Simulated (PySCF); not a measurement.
Al(Me)(OAc)2, SMILES O=C(C)[O][Al]([O]C(C)=O)[CH3] (C₅H₉AlO₄) at its GFN2-xTB optimised geometry (Å):

```
19

Al    -1.8453    -0.4680     0.0000
C     -2.9824    -0.4389     1.6185
H     -2.4402    -0.7623     2.5074
H     -3.8451    -1.0993     1.5300
H     -3.3680     0.5567     1.8395
O     -1.0955     1.3911     0.0000
C     -0.0002     0.8064     0.0648
C      1.2830     1.5532     0.2344
O      0.0170    -0.4680     0.0000
H      2.1265     0.8787     0.1240
H      1.2951     1.9998     1.2270
H      1.3339     2.3582    -0.4948
O     -2.5011    -0.5261    -1.7326
C     -2.5743    -1.8004    -1.6496
C     -3.2060    -2.5670    -2.7654
O     -2.1265    -2.3582    -0.6357
H     -3.2147    -3.6271    -2.5321
H     -2.6487    -2.3871    -3.6823
H     -4.2200    -2.2024    -2.9145
```

Level of theory: PySCF 2.14.0 with B3LYP/def2-SVP. Cells within 0.4 Å of a nucleus heavier than hydrogen are left out (blank, or x).

Map of the deformation density (molecule minus spherical neutral atoms) (e/bohr³) on the plane z = 0.0 Å:

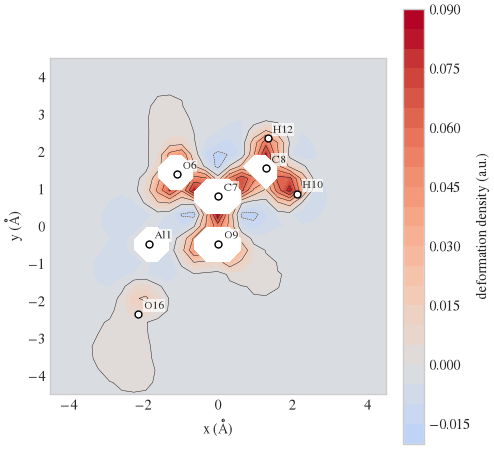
Figure. Deformation density (molecule minus spherical neutral atoms) (e/bohr³) on the plane z = 0.0 Å.
